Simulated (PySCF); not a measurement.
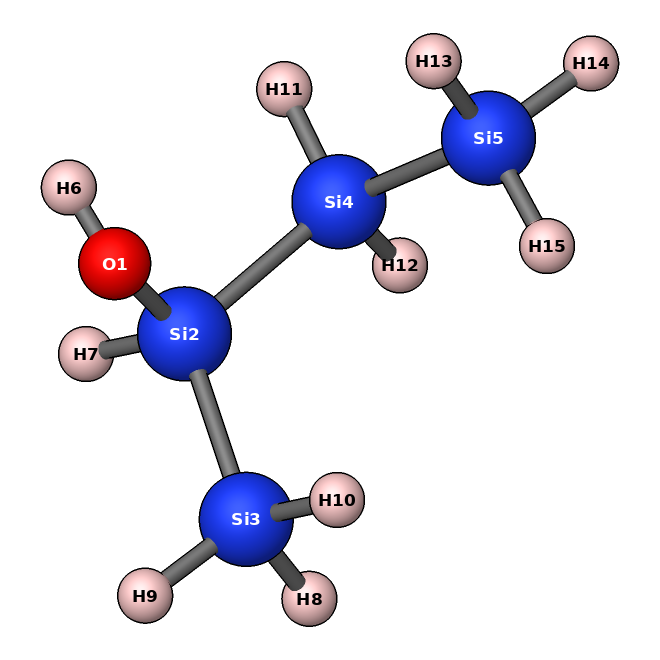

Geometry: an end point of a reaction path computed with GFN2-xTB. Method: GIAO PBE0/pcSseg-1 NMR shielding, non-relativistic, gas phase (PySCF 2.14.0). Principal shieldings σ11 ≤ σ22 ≤ σ33, span Ω = σ33 − σ11, skew κ = 3(σiso − σ22)/Ω.

Which Si atom has the most anisotropic shielding?

Si2, with a span of 188 ppm.

Give the shielding tensors of the Si atoms.

```csv
atom,σ11,σ22,σ33,σiso,Ω,κ
Si2,270.2,336.4,458.4,355.0,188.2,0.30
Si3,447.3,466.9,482.6,465.6,35.3,−0.11
Si4,467.8,469.8,496.6,478.0,28.8,0.86
Si5,455.1,466.9,481.3,467.8,26.2,0.10
```

Shieldings and span in ppm.
